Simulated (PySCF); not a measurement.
# C5H8Si: NMR shifts at several levels of theory, part 1 of 2

Aim: compute the NMR shifts of C5H8Si (`C#CC[C@@H]1C[SiH2]1`) at several levels, and see how far they spread and what each costs.

Programs: PySCF 2.14.0, with density-fitted response routines of our own. Each step states its level of theory. These are calculated values for one molecule in the gas phase, unless marked as measured. Atoms count from 0, in the outputs and in this text.

## Step 1: The starting structure

14 atoms, charge 0, multiplicity 1; geometry from: PBE0-D3(BJ)/def2-SVP.

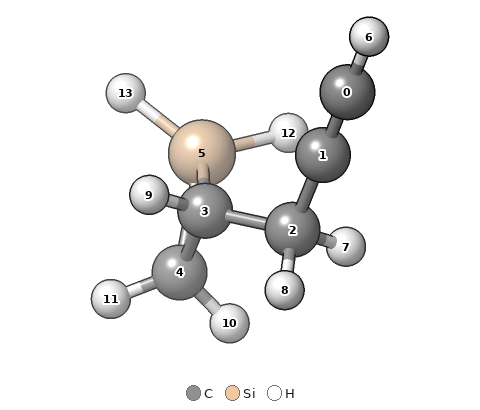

As it starts; carbon grey, silicon light orange, hydrogen white, atoms numbered.

## Step 2: Shielding tensors: PBE0/6-31G*

The job: settings as JSON, then the geometry in Å.

```
{"job": {"kind": "nmr", "xc": "PBE0", "basis": "6-31G*", "pop": true}, "charge": 0, "multiplicity": 1}
C      3.002782    -0.593585     0.653275
C      1.804313    -0.564860     0.823948
C      0.359755    -0.516950     1.013106
C     -0.323838     0.560025     0.187473
C     -1.846870     0.472563     0.006361
Si    -0.872771     0.275281    -1.572676
H      4.066118    -0.618348     0.503980
H     -0.065177    -1.506520     0.766367
H      0.141017    -0.360700     2.085944
H      0.047981     1.568256     0.409907
H     -2.330715    -0.418248     0.425119
H     -2.425391     1.384604     0.188460
H     -0.740648    -1.088935    -2.142066
H     -0.820867     1.391702    -2.547975
```

Method: GIAO PBE0/6-31G* NMR shielding, non-relativistic, gas phase.

On the command line:

```sh
> OMP_NUM_THREADS=1 python probes_run.py task.json out
```

This one command runs all jobs of the session in turn.

Output:

```text
coarse grid: 12016 points
cycle   1  E = -484.3334057146  dE =  6.488e-01  |g| = 4.410e-01  |ddm| = 3.549e+00
cycle   2  E = -484.3122712175  dE =  2.113e-02  |g| = 5.105e-01  |ddm| = 1.077e+00
cycle   3  E = -484.3869629341  dE = -7.469e-02  |g| = 9.197e-02  |ddm| = 6.374e-01
cycle   4  E = -484.3892521124  dE = -2.289e-03  |g| = 2.584e-02  |ddm| = 1.277e-01
cycle   5  E = -484.3893233931  dE = -7.128e-05  |g| = 2.102e-02  |ddm| = 3.764e-02
cycle   6  E = -484.3894354441  dE = -1.121e-04  |g| = 1.897e-03  |ddm| = 1.843e-02
cycle   7  E = -484.3894362973  dE = -8.533e-07  |g| = 6.540e-04  |ddm| = 2.377e-03
final grid: 110944 points
cycle   8  E = -484.3307476725  dE = -2.166e-05  |g| = 6.608e-03  |ddm| = 2.473e-02
cycle   9  E = -484.3307369616  dE =  1.071e-05  |g| = 9.030e-03  |ddm| = 1.595e-02
cycle  10  E = -484.3307596346  dE = -2.267e-05  |g| = 1.690e-03  |ddm| = 1.012e-02
cycle  11  E = -484.3307603587  dE = -7.241e-07  |g| = 4.644e-04  |ddm| = 1.714e-03
cycle  12  E = -484.3307604123  dE = -5.360e-08  |g| = 1.081e-04  |ddm| = 5.319e-04
cycle  13  E = -484.3307604152  dE = -2.891e-09  |g| = 1.970e-05  |ddm| = 1.054e-04
cycle  14  E = -484.3307604153  dE = -9.391e-11  |g| = 8.034e-06  |ddm| = 2.908e-05
converged SCF energy = -484.3307604153

GIAO shielding tensors (ppm)
atom      isotropic    diamagn.    paramagn.     s11        s22        s33       span
  0 C      129.434     280.795    -151.361     65.604     66.241    256.458    190.854
  1 C      118.942     248.321    -129.380     28.313     33.911    294.601    266.288
  2 C      170.838     249.040     -78.202    152.487    170.527    189.501     37.014
  3 C      185.407     246.527     -61.120    158.004    180.525    217.692     59.688
  4 C      193.342     253.010     -59.668    165.853    197.878    216.295     50.441
  5 Si     520.388     883.788    -363.400    417.638    439.598    703.929    286.291
  6 H       30.329      31.203      -0.874     25.521     25.761     39.704     14.183
  7 H       30.407      30.134       0.273     25.651     30.733     34.838      9.188
  8 H       29.147      27.916       1.230     23.344     29.107     34.988     11.644
  9 H       30.669      30.125       0.545     24.815     29.009     38.184     13.370
 10 H       31.673      30.213       1.459     26.525     28.747     39.746     13.221
 11 H       31.103      29.383       1.720     25.831     26.804     40.675     14.844
 12 H       29.143      30.625      -1.482     24.288     27.375     35.764     11.476
 13 H       29.020      30.062      -1.042     24.034     26.363     36.661     12.627
```

Run time: 12 s. Hardware: 1 thread of Arm Neoverse V1, shared host; peak memory 0.59 GiB.

The references, computed at this level on geometries of the same kind, shield at (ppm): 1H TMS 31.96, 13C TMS 194.1, 29Si TMS 418.1. Their shielding less the atom's gives the shift. The references are single molecules in the gas phase.

| atoms | environment | σ (ppm) | δ (ppm) |
| --- | --- | --- | --- |
| C1 | alkyne carbon | 118.9 | 75.2 |
| C0 | terminal alkyne carbon | 129.4 | 64.7 |
| C2 | propargylic sp3 CH2 | 170.8 | 23.3 |
| C3 | three-membered-ring carbon | 185.4 | 8.7 |
| C4 | three-membered-ring carbon | 193.3 | 0.8 |
| H13 | hydrogen on a silicon bonded to 2 C, in a 3-membered ring | 29.02 | 2.94 |
| H12 | hydrogen on a silicon bonded to 2 C, in a 3-membered ring | 29.14 | 2.82 |
| H8 | hydrogen on a propargylic sp3 CH2 | 29.15 | 2.82 |
| H6 | hydrogen on a terminal alkyne carbon | 30.33 | 1.63 |
| H7 | hydrogen on a propargylic sp3 CH2 | 30.41 | 1.56 |
| H9 | hydrogen on a three-membered-ring carbon | 30.67 | 1.29 |
| H11 | hydrogen on a three-membered-ring carbon | 31.10 | 0.86 |
| H10 | hydrogen on a three-membered-ring carbon | 31.67 | 0.29 |
| Si5 | silicon bonded to 2 C, 2 H, in a 3-membered ring | 520.4 | -102.3 |

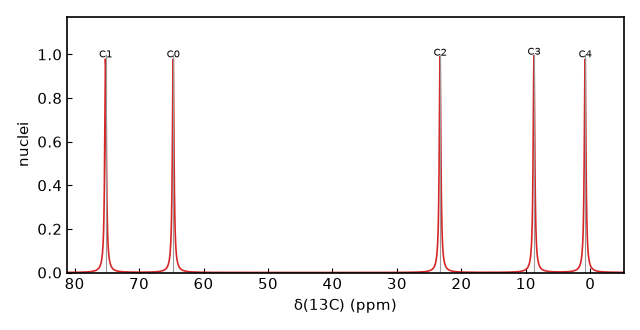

13C lines at the computed shifts, without couplings. Lines are broadened to a width of 0.30 ppm (Lorentzian).

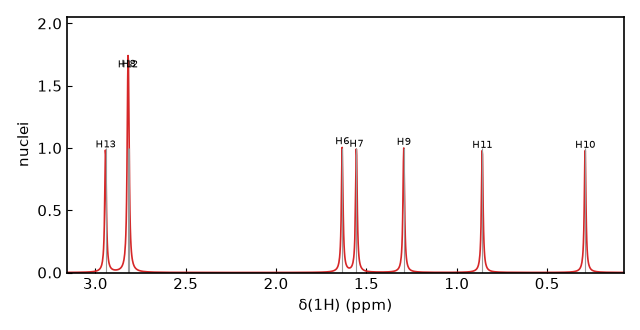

1H lines at the computed shifts, without couplings. Lines are broadened to a width of 0.01 ppm (Lorentzian).

The run also stored atomic charges by several schemes (e):

| atoms | Mulliken | IAO | Hirshfeld | ESP fit |
| --- | --- | --- | --- | --- |
| C0 | -0.51 | -0.24 | -0.14 | -0.47 |
| C1 | 0.30 | -0.02 | -0.05 | 0.05 |
| C2 | -0.46 | -0.26 | -0.03 | -0.24 |
| C3 | -0.29 | -0.34 | -0.10 | -0.06 |
| C4 | -0.53 | -0.52 | -0.16 | -0.53 |
| Si5 | 0.34 | 0.60 | 0.25 | 0.09 |

ESP fit charges:

C0 -0.47; C1 0.05; C2 -0.24; C3 -0.06; C4 -0.53; Si5 0.09; H6 0.31; H7 0.16; H8 0.14; H9 0.14; H10 0.18; H11 0.20; H12 0.02; H13 0.00

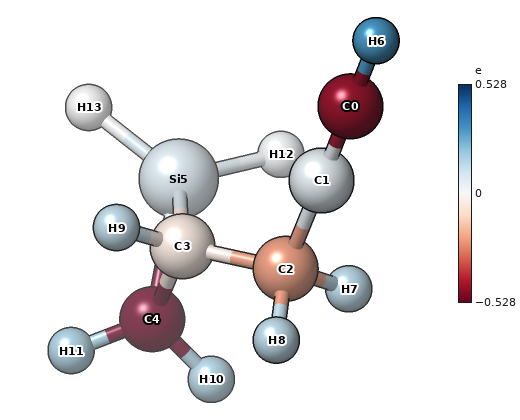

ESP fit charges, as colours on the atoms.

Mayer bond orders: C0–C1 2.85, C1–C2 0.99, C2–C3 1.00, C3–C4 0.88, C4–Si5 0.98, Si5–C3 0.96.

Ring of atoms C3, C4, Si5: NICS(0) -27.9, NICS(1) -8.2, NICS(1)zz -16.5 ppm (means of both faces).

In rings of three or four atoms NICS is ruled by the nearby σ bonds, so it says little on aromaticity.

## Step 3: Shielding tensors: PBE0/6-311+G(2d,p)

Settings changed since step 2:

```diff
@@ -1,2 +1,2 @@
-{"job": {"kind": "nmr", "xc": "PBE0", "basis": "6-31G*", "pop": true}, "charge": 0, "multiplicity": 1}
+{"job": {"kind": "nmr", "xc": "PBE0", "basis": "6-311+G(2d,p)", "pop": true}, "charge": 0, "multiplicity": 1}
 C      3.002782    -0.593585     0.653275
```

Level: GIAO PBE0/6-311+G(2d,p) NMR shielding, non-relativistic, gas phase.

Output:

```text
coarse grid: 12016 points
cycle   1  E = -484.3659017793  dE =  6.287e-01  |g| = 4.549e-01  |ddm| = 8.684e+00
cycle   2  E = -484.3367039220  dE =  2.920e-02  |g| = 5.470e-01  |ddm| = 7.235e+00
cycle   3  E = -484.4183868155  dE = -8.168e-02  |g| = 9.429e-02  |ddm| = 2.757e+00
cycle   4  E = -484.4204867835  dE = -2.100e-03  |g| = 3.856e-02  |ddm| = 7.018e-01
cycle   5  E = -484.4207641703  dE = -2.774e-04  |g| = 2.136e-02  |ddm| = 1.878e-01
cycle   6  E = -484.4208752256  dE = -1.111e-04  |g| = 3.515e-03  |ddm| = 6.082e-02
cycle   7  E = -484.4208780590  dE = -2.833e-06  |g| = 6.640e-04  |ddm| = 1.107e-02
final grid: 110944 points
cycle   8  E = -484.4182235716  dE = -4.390e-05  |g| = 6.232e-03  |ddm| = 2.888e-01
cycle   9  E = -484.4182139630  dE =  9.609e-06  |g| = 8.521e-03  |ddm| = 5.763e-02
cycle  10  E = -484.4182333542  dE = -1.939e-05  |g| = 1.563e-03  |ddm| = 2.028e-02
cycle  11  E = -484.4182339358  dE = -5.816e-07  |g| = 5.205e-04  |ddm| = 7.652e-03
cycle  12  E = -484.4182339948  dE = -5.901e-08  |g| = 1.875e-04  |ddm| = 1.783e-03
cycle  13  E = -484.4182340036  dE = -8.786e-09  |g| = 2.243e-05  |ddm| = 1.016e-03
cycle  14  E = -484.4182340037  dE = -1.263e-10  |g| = 8.090e-06  |ddm| = 1.034e-04
converged SCF energy = -484.4182340037

GIAO shielding tensors (ppm)
atom      isotropic    diamagn.    paramagn.     s11        s22        s33       span
  0 C      115.568     235.872    -120.304     45.742     47.156    253.806    208.064
  1 C       99.169     217.111    -117.942     -2.295      4.525    295.277    297.572
  2 C      162.768     248.244     -85.476    143.279    161.388    183.638     40.359
  3 C      176.782     242.544     -65.762    147.513    171.111    211.721     64.207
  4 C      187.192     251.603     -64.411    157.417    193.353    210.805     53.388
  5 Si     478.221     879.795    -401.574    368.892    392.091    673.680    304.788
  6 H       29.811      37.384      -7.573     24.689     24.962     39.781     15.092
  7 H       29.949      35.799      -5.849     25.083     30.325     34.440      9.358
  8 H       28.536      34.739      -6.203     22.643     28.534     34.431     11.788
  9 H       30.331      30.144       0.188     24.541     28.933     37.520     12.978
 10 H       31.353      34.553      -3.201     26.346     28.500     39.211     12.865
 11 H       30.723      32.387      -1.664     25.417     26.507     40.245     14.828
 12 H       28.666      29.227      -0.561     23.855     26.905     35.238     11.383
 13 H       28.473      28.970      -0.496     23.484     25.866     36.070     12.585
```

Run time: 34 s. Hardware: 1 thread of Arm Neoverse V1, shared host; peak memory 0.94 GiB.

Key values: δ C1 87.3, C0 70.9, C2 23.7, C3 9.7, H13 3.04, H8 2.97 ppm.

## Step 4: NMR shieldings: PBE0/def2-SVP

Settings changed since step 3:

```diff
@@ -1,2 +1,2 @@
-{"job": {"kind": "nmr", "xc": "PBE0", "basis": "6-311+G(2d,p)", "pop": true}, "charge": 0, "multiplicity": 1}
+{"job": {"kind": "nmr", "xc": "PBE0", "basis": "def2-SVP", "pop": true}, "charge": 0, "multiplicity": 1}
 C      3.002782    -0.593585     0.653275
```

Method: GIAO PBE0/def2-SVP NMR shielding, non-relativistic, gas phase.

Output:

```text
coarse grid: 12016 points
cycle   1  E = -484.0115264944  dE =  5.918e-01  |g| = 4.034e-01  |ddm| = 3.942e+00
cycle   2  E = -483.9926226992  dE =  1.890e-02  |g| = 4.721e-01  |ddm| = 1.085e+00
cycle   3  E = -484.0568051010  dE = -6.418e-02  |g| = 8.311e-02  |ddm| = 6.448e-01
cycle   4  E = -484.0586293734  dE = -1.824e-03  |g| = 2.614e-02  |ddm| = 1.269e-01
cycle   5  E = -484.0587345349  dE = -1.052e-04  |g| = 1.828e-02  |ddm| = 3.782e-02
cycle   6  E = -484.0588196168  dE = -8.508e-05  |g| = 2.206e-03  |ddm| = 1.650e-02
cycle   7  E = -484.0588207986  dE = -1.182e-06  |g| = 6.358e-04  |ddm| = 2.654e-03
final grid: 110944 points
cycle   8  E = -484.1260263517  dE = -2.151e-05  |g| = 6.110e-03  |ddm| = 2.364e-02
cycle   9  E = -484.1260164998  dE =  9.852e-06  |g| = 8.459e-03  |ddm| = 1.621e-02
cycle  10  E = -484.1260364518  dE = -1.995e-05  |g| = 1.581e-03  |ddm| = 1.025e-02
cycle  11  E = -484.1260370902  dE = -6.384e-07  |g| = 4.143e-04  |ddm| = 1.663e-03
cycle  12  E = -484.1260371334  dE = -4.321e-08  |g| = 9.655e-05  |ddm| = 4.746e-04
cycle  13  E = -484.1260371358  dE = -2.340e-09  |g| = 1.753e-05  |ddm| = 1.127e-04
cycle  14  E = -484.1260371358  dE = -7.742e-11  |g| = 6.952e-06  |ddm| = 2.908e-05
converged SCF energy = -484.1260371358

GIAO shielding tensors (ppm)
atom      isotropic    diamagn.    paramagn.     s11        s22        s33       span
  0 C      125.963     263.894    -137.931     61.033     61.818    255.038    194.004
  1 C      113.309     253.984    -140.675     19.959     25.831    294.138    274.179
  2 C      171.851     247.392     -75.540    153.142    170.891    191.521     38.379
  3 C      185.932     247.928     -61.995    157.826    181.545    218.425     60.599
  4 C      193.988     249.006     -55.018    165.427    199.312    217.225     51.798
  5 Si     526.790     882.427    -355.637    428.735    455.295    696.341    267.606
  6 H       29.822      34.249      -4.427     24.703     24.984     39.778     15.074
  7 H       30.073      30.113      -0.040     25.145     30.257     34.818      9.673
  8 H       28.660      26.834       1.826     22.698     28.399     34.884     12.186
  9 H       30.446      31.253      -0.807     24.490     28.750     38.100     13.610
 10 H       31.280      30.203       1.077     26.026     28.323     39.491     13.465
 11 H       30.691      29.160       1.531     25.271     26.344     40.457     15.186
 12 H       28.733      30.389      -1.656     23.848     26.900     35.450     11.602
 13 H       28.535      29.929      -1.394     23.496     25.814     36.293     12.797
```

Wall time 15 s (1 thread of Arm Neoverse V1, shared host); peak memory 0.67 GiB.

This run: δ C1 80.4, C0 67.8, C2 21.9, C3 7.8, H13 2.81, H8 2.68 ppm.

## Step 5: Nuclear shieldings: PBE0/def2-TZVP

Settings changed since step 4:

```diff
@@ -1,2 +1,2 @@
-{"job": {"kind": "nmr", "xc": "PBE0", "basis": "def2-SVP", "pop": true}, "charge": 0, "multiplicity": 1}
+{"job": {"kind": "nmr", "xc": "PBE0", "basis": "def2-TZVP", "pop": true}, "charge": 0, "multiplicity": 1}
 C      3.002782    -0.593585     0.653275
```

With the program's defaults for keys left out, this is: GIAO PBE0/def2-TZVP NMR shielding, non-relativistic, gas phase.

Output:

```text
coarse grid: 12016 points
cycle   1  E = -484.3888420727  dE =  6.252e-01  |g| = 4.642e-01  |ddm| = 3.475e+00
cycle   2  E = -484.3580748474  dE =  3.077e-02  |g| = 5.602e-01  |ddm| = 1.054e+00
cycle   3  E = -484.4436873256  dE = -8.561e-02  |g| = 9.708e-02  |ddm| = 6.428e-01
cycle   4  E = -484.4459131844  dE = -2.226e-03  |g| = 3.992e-02  |ddm| = 1.211e-01
cycle   5  E = -484.4462011428  dE = -2.880e-04  |g| = 2.268e-02  |ddm| = 3.527e-02
cycle   6  E = -484.4463268660  dE = -1.257e-04  |g| = 3.219e-03  |ddm| = 1.564e-02
cycle   7  E = -484.4463292257  dE = -2.360e-06  |g| = 6.802e-04  |ddm| = 4.176e-03
final grid: 110944 points
cycle   8  E = -484.4351059567  dE = -4.877e-05  |g| = 6.616e-03  |ddm| = 1.243e-01
cycle   9  E = -484.4350953442  dE =  1.061e-05  |g| = 8.944e-03  |ddm| = 1.380e-02
cycle  10  E = -484.4351165084  dE = -2.116e-05  |g| = 1.678e-03  |ddm| = 8.135e-03
cycle  11  E = -484.4351171783  dE = -6.699e-07  |g| = 5.741e-04  |ddm| = 1.444e-03
cycle  12  E = -484.4351172501  dE = -7.183e-08  |g| = 2.031e-04  |ddm| = 5.125e-04
cycle  13  E = -484.4351172605  dE = -1.034e-08  |g| = 2.328e-05  |ddm| = 1.991e-04
cycle  14  E = -484.4351172606  dE = -1.395e-10  |g| = 8.126e-06  |ddm| = 3.201e-05
converged SCF energy = -484.4351172606

GIAO shielding tensors (ppm)
atom      isotropic    diamagn.    paramagn.     s11        s22        s33       span
  0 C      116.090     267.358    -151.267     46.658     47.920    253.692    207.034
  1 C       99.225     258.045    -158.819     -2.426      4.733    295.369    297.795
  2 C      161.982     241.971     -79.989    142.138    160.637    183.170     41.032
  3 C      176.909     242.239     -65.330    147.392    171.332    212.004     64.611
  4 C      187.448     246.568     -59.120    157.394    193.817    211.133     53.739
  5 Si     469.052     879.913    -410.862    358.507    381.661    666.987    308.480
  6 H       29.787      29.837      -0.050     24.689     24.941     39.732     15.043
  7 H       29.913      30.912      -0.999     25.045     30.338     34.356      9.311
  8 H       28.533      29.026      -0.493     22.663     28.584     34.351     11.688
  9 H       30.314      30.875      -0.561     24.585     28.874     37.483     12.898
 10 H       31.299      29.765       1.535     26.263     28.464     39.170     12.906
 11 H       30.675      29.215       1.460     25.356     26.461     40.209     14.854
 12 H       28.636      30.182      -1.546     23.826     26.919     35.162     11.336
 13 H       28.426      29.752      -1.326     23.435     25.878     35.964     12.530
```

Run time: 52 s. Hardware: 1 thread of Arm Neoverse V1, shared host; peak memory 0.9 GiB.

This run: δ C1 87.4, C0 70.6, C2 24.7, C3 9.7, H13 3.06, H8 2.95 ppm.

## Step 6: Shielding tensors: PBE0/cc-pVDZ

Settings changed since step 5:

```diff
@@ -1,2 +1,2 @@
-{"job": {"kind": "nmr", "xc": "PBE0", "basis": "def2-TZVP", "pop": true}, "charge": 0, "multiplicity": 1}
+{"job": {"kind": "nmr", "xc": "PBE0", "basis": "cc-pVDZ", "pop": true}, "charge": 0, "multiplicity": 1}
 C      3.002782    -0.593585     0.653275
```

Method: GIAO PBE0/cc-pVDZ NMR shielding, non-relativistic, gas phase.

Output:

```text
coarse grid: 12016 points
cycle   1  E = -484.2998036422  dE =  6.798e-01  |g| = 4.064e-01  |ddm| = 7.113e+00
cycle   2  E = -484.2786504530  dE =  2.115e-02  |g| = 4.846e-01  |ddm| = 1.700e+00
cycle   3  E = -484.3465076458  dE = -6.786e-02  |g| = 8.471e-02  |ddm| = 9.338e-01
cycle   4  E = -484.3484443463  dE = -1.937e-03  |g| = 2.623e-02  |ddm| = 1.788e-01
cycle   5  E = -484.3485358937  dE = -9.155e-05  |g| = 1.973e-02  |ddm| = 5.891e-02
cycle   6  E = -484.3486349480  dE = -9.905e-05  |g| = 2.021e-03  |ddm| = 2.518e-02
cycle   7  E = -484.3486359429  dE = -9.949e-07  |g| = 6.638e-04  |ddm| = 4.127e-03
final grid: 110944 points
cycle   8  E = -484.3624967876  dE = -2.025e-05  |g| = 6.749e-03  |ddm| = 5.904e-02
cycle   9  E = -484.3624850148  dE =  1.177e-05  |g| = 9.310e-03  |ddm| = 2.837e-02
cycle  10  E = -484.3625091319  dE = -2.412e-05  |g| = 1.785e-03  |ddm| = 1.662e-02
cycle  11  E = -484.3625099528  dE = -8.209e-07  |g| = 4.653e-04  |ddm| = 2.864e-03
cycle  12  E = -484.3625100076  dE = -5.478e-08  |g| = 1.029e-04  |ddm| = 7.457e-04
cycle  13  E = -484.3625100103  dE = -2.646e-09  |g| = 1.897e-05  |ddm| = 1.713e-04
cycle  14  E = -484.3625100104  dE = -9.322e-11  |g| = 7.711e-06  |ddm| = 5.095e-05
converged SCF energy = -484.3625100104

GIAO shielding tensors (ppm)
atom      isotropic    diamagn.    paramagn.     s11        s22        s33       span
  0 C      128.552     267.165    -138.613     64.324     65.628    255.703    191.378
  1 C      115.982     250.170    -134.188     23.383     29.784    294.780    271.397
  2 C      172.069     251.210     -79.142    152.296    171.393    192.517     40.221
  3 C      186.110     244.715     -58.605    157.266    181.434    219.629     62.363
  4 C      195.997     247.972     -51.975    167.646    201.471    218.874     51.227
  5 Si     537.081     884.776    -347.694    440.549    463.776    706.919    266.370
  6 H       29.673      34.133      -4.460     24.582     24.878     39.560     14.978
  7 H       29.822      30.498      -0.676     25.012     30.026     34.427      9.415
  8 H       28.429      26.987       1.441     22.551     28.248     34.487     11.935
  9 H       30.237      31.120      -0.883     24.471     28.580     37.660     13.190
 10 H       31.146      30.024       1.122     26.047     28.165     39.225     13.178
 11 H       30.552      28.907       1.645     25.258     26.240     40.157     14.899
 12 H       28.752      30.605      -1.854     23.696     26.868     35.690     11.994
 13 H       28.585      29.962      -1.378     23.369     25.891     36.494     13.125
```

It took 18 s on 1 thread of Arm Neoverse V1, shared host; peak memory 0.7 GiB.

In short: δ C1 80.8, C0 68.2, C2 24.7, C3 10.6, H8 2.86, H13 2.71 ppm.

## Step 7: Nuclear shieldings: PBE0/cc-pVTZ

Settings changed since step 6:

```diff
@@ -1,2 +1,2 @@
-{"job": {"kind": "nmr", "xc": "PBE0", "basis": "cc-pVDZ", "pop": true}, "charge": 0, "multiplicity": 1}
+{"job": {"kind": "nmr", "xc": "PBE0", "basis": "cc-pVTZ", "pop": true}, "charge": 0, "multiplicity": 1}
 C      3.002782    -0.593585     0.653275
```

Method: GIAO PBE0/cc-pVTZ NMR shielding, non-relativistic, gas phase.

Output:

```text
coarse grid: 12016 points
cycle   1  E = -484.3782136706  dE =  6.296e-01  |g| = 4.619e-01  |ddm| = 7.513e+00
cycle   2  E = -484.3485006448  dE =  2.971e-02  |g| = 5.555e-01  |ddm| = 1.742e+00
cycle   3  E = -484.4327843064  dE = -8.428e-02  |g| = 9.796e-02  |ddm| = 1.042e+00
cycle   4  E = -484.4351029948  dE = -2.319e-03  |g| = 3.820e-02  |ddm| = 1.986e-01
cycle   5  E = -484.4353527799  dE = -2.498e-04  |g| = 2.269e-02  |ddm| = 7.067e-02
cycle   6  E = -484.4354785704  dE = -1.258e-04  |g| = 3.088e-03  |ddm| = 2.984e-02
cycle   7  E = -484.4354807289  dE = -2.158e-06  |g| = 7.147e-04  |ddm| = 5.380e-03
final grid: 110944 points
cycle   8  E = -484.4333727022  dE = -6.123e-05  |g| = 6.839e-03  |ddm| = 1.371e-01
cycle   9  E = -484.4333616293  dE =  1.107e-05  |g| = 9.184e-03  |ddm| = 2.719e-02
cycle  10  E = -484.4333839117  dE = -2.228e-05  |g| = 1.774e-03  |ddm| = 1.589e-02
cycle  11  E = -484.4333846656  dE = -7.540e-07  |g| = 5.909e-04  |ddm| = 2.887e-03
cycle  12  E = -484.4333847411  dE = -7.547e-08  |g| = 2.153e-04  |ddm| = 9.242e-04
cycle  13  E = -484.4333847527  dE = -1.157e-08  |g| = 2.525e-05  |ddm| = 3.260e-04
cycle  14  E = -484.4333847528  dE = -1.626e-10  |g| = 9.003e-06  |ddm| = 5.678e-05
converged SCF energy = -484.4333847528

GIAO shielding tensors (ppm)
atom      isotropic    diamagn.    paramagn.     s11        s22        s33       span
  0 C      116.335     259.876    -143.541     46.898     48.318    253.790    206.893
  1 C      100.932     261.450    -160.518      0.483      7.153    295.161    294.678
  2 C      162.721     241.391     -78.670    143.134    161.346    183.684     40.550
  3 C      177.588     242.182     -64.594    148.488    171.973    212.305     63.817
  4 C      187.901     244.804     -56.903    157.852    194.133    211.718     53.866
  5 Si     488.567     888.781    -400.214    383.114    405.772    676.814    293.700
  6 H       29.662      30.632      -0.970     24.501     24.771     39.716     15.215
  7 H       29.720      30.257      -0.537     24.794     30.082     34.284      9.490
  8 H       28.323      28.376      -0.053     22.385     28.288     34.296     11.911
  9 H       30.142      30.274      -0.131     24.320     28.585     37.522     13.201
 10 H       31.131      29.671       1.460     26.020     28.168     39.205     13.184
 11 H       30.495      29.132       1.363     25.094     26.165     40.226     15.132
 12 H       28.642      30.205      -1.564     23.766     26.829     35.329     11.563
 13 H       28.444      29.543      -1.099     23.390     25.813     36.128     12.738
```

It took 56 s on 1 thread of Arm Neoverse V1, shared host; peak memory 1 GiB.

Key values: δ C1 86.4, C0 71.0, C2 24.6, C3 9.7, H8 2.97, H13 2.85 ppm.

(Continued in part 2 of 2.)
